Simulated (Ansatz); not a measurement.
# CH$_{5}$LiOSi (SMILES [LiH-]/[O+]=[SiH]/C): what the fields show

```xyz
9

C    -0.1699    1.4805    0.0739
Li   -1.3545   -1.4999   -1.4781
O    -1.7001   -1.1171    0.2839
Si   -1.1696    0.1907    0.9344
H    -0.5108   -0.6324   -2.5916
H    -1.4843    0.4405    2.3670
H    -0.6954    2.4509    0.1031
H    -0.0198    1.1523   -0.9706
H     0.8010    1.6117    0.5825
```

Geometry: B3LYP-D3(BJ)/def2-SVP.

Method: Ansatz, isolated molecule in a Gaussian basis; Kohn-Sham density functional theory, functional PBE0.

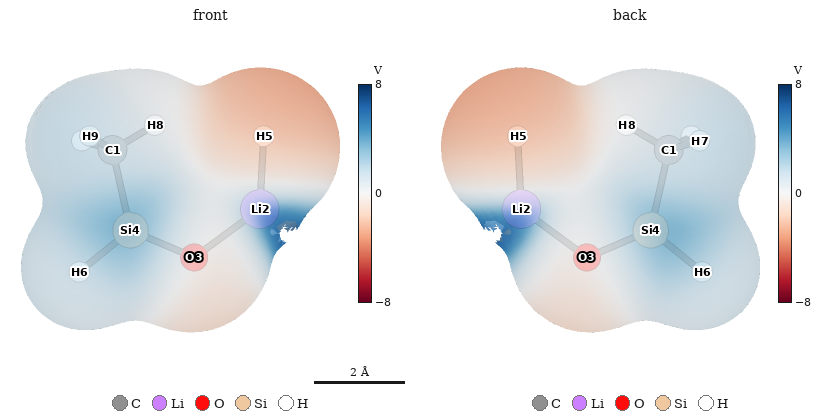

Figure 1. The electrostatic potential painted on the density surface at 0.002 e/bohr³, seen from the front and from behind; red is negative and blue positive.

Question: Which sites attract a positive test charge, and which a negative one?

Answer: A positive charge is drawn to the negative regions and a negative charge to the positive ones. The most negative region (about −2.8 V) lies over H5, the most positive (about +5.9 V) over Li2.

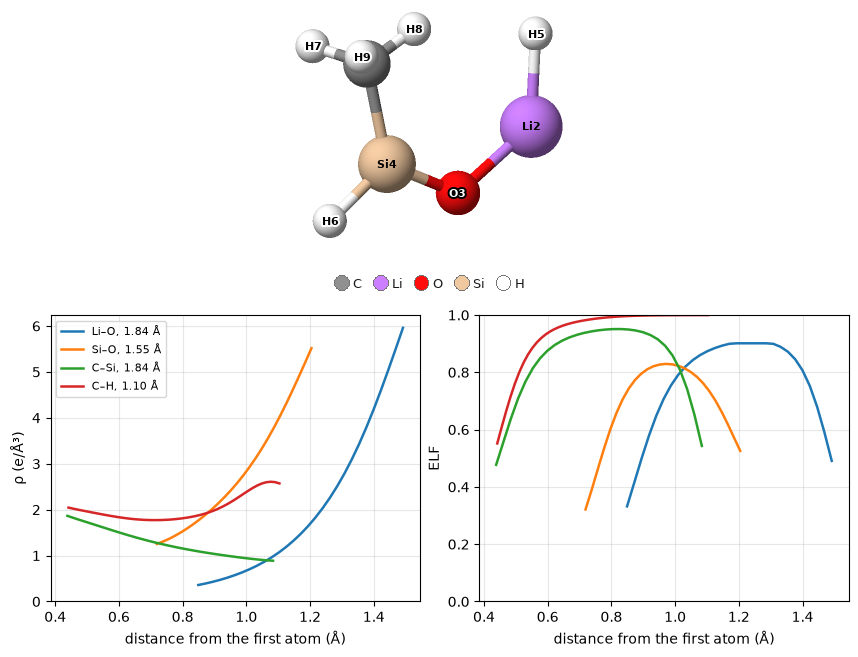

Figure 2. Electron density and ELF along straight lines between neighbouring atoms. The curves leave out the atomic cores. The structure is drawn too.

Question: Compare the contacts.

Answer: Li–O (1.84 Å): the density is about 0.47 e/Å³ at the midpoint; the ELF peaks at about 0.90 in the valence shell of O, 0.6 Å from its nucleus, and falls to about 0.10 next to Li (a closed-shell, largely ionic contact).
Si–O (1.55 Å): ρ at the midpoint is about 1.4 e/Å³; the ELF peaks at about 0.85 between the atoms (a short, strongly polar bond).
C–Si (1.84 Å): ρ is about 1 e/Å³ halfway; the ELF peaks at about 0.95 between the atoms, as expected for localised, covalent bonding.
C–H (1.10 Å): ρ at the midpoint is about 1.9 e/Å³; the ELF climbs to about 1 towards the hydrogen, as it does in any bond to H: an ordinary covalent bond to hydrogen.

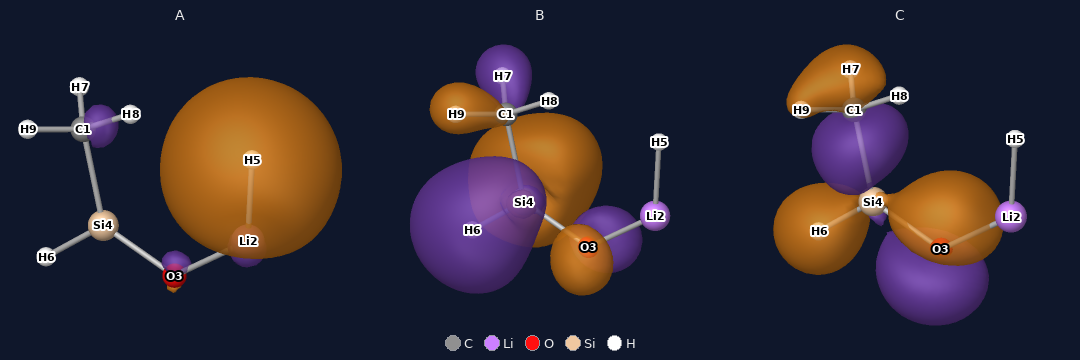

Figure 3. Three frontier orbitals at ±0.1 Å⁻³ᐟ² (orange and purple are the two phases), in no order.

Question: Which picture is the HOMO−1, the HOMO and the LUMO?

Answer: C is the HOMO−1 (−9.17 eV). By Hirshfeld shares it lies mainly on O3 (about 60 %), Si4 (about 15 %), C1 (about 15 %) and H6 (about 10 %). A is the HOMO (−4.80 eV). Its weight (Hirshfeld) is mainly on H5 (about 70 %) and Li2 (about 25 %). B is the LUMO (−2.42 eV). It lies mainly on Si4 (about 65 %), O3 (about 15 %), H6 (about 5 %) and C1 (about 5 %).

Question: What is the HOMO–LUMO gap?

Answer: 2.38 eV between the orbital energies.
